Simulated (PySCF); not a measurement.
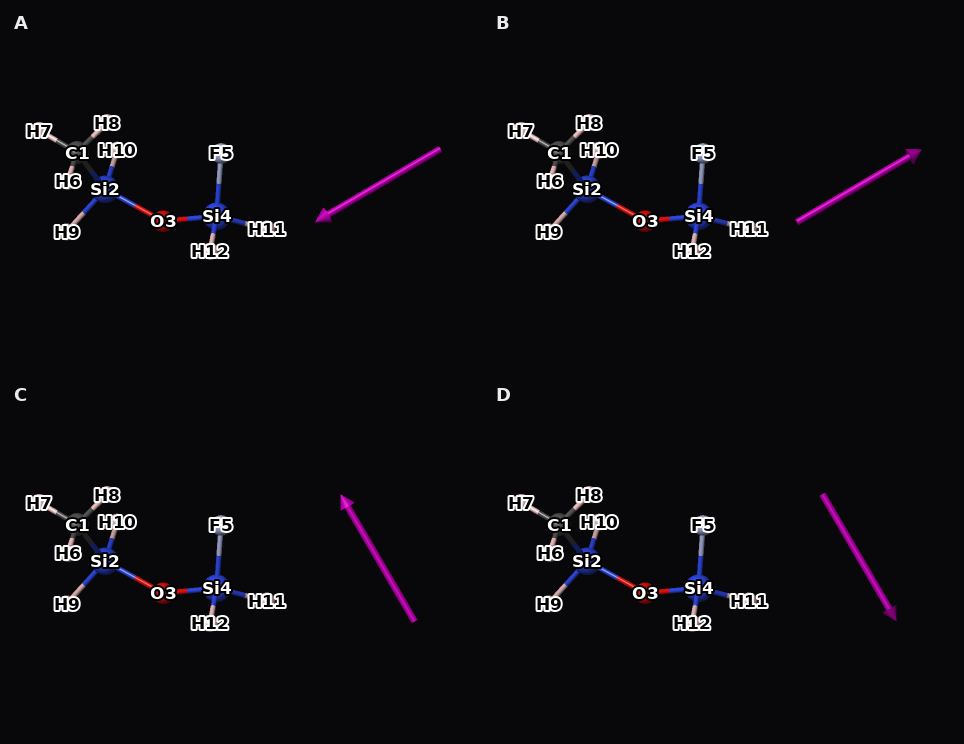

The same molecule four times, each with an arrow. The geometry was computed by an optimisation with PBE0-D3(BJ)/def2-SVP. No frequency run is at hand to confirm it as a minimum. Properties computed with PBE0/pcSseg-0, gas phase (PySCF 2.14.0).

Which arrow points along the dipole moment, from the negative to the positive end?

A. The dipole moment is 0.95 D; it points from the side of H11 to the side of H6, H9 (the outermost atoms at the two ends).
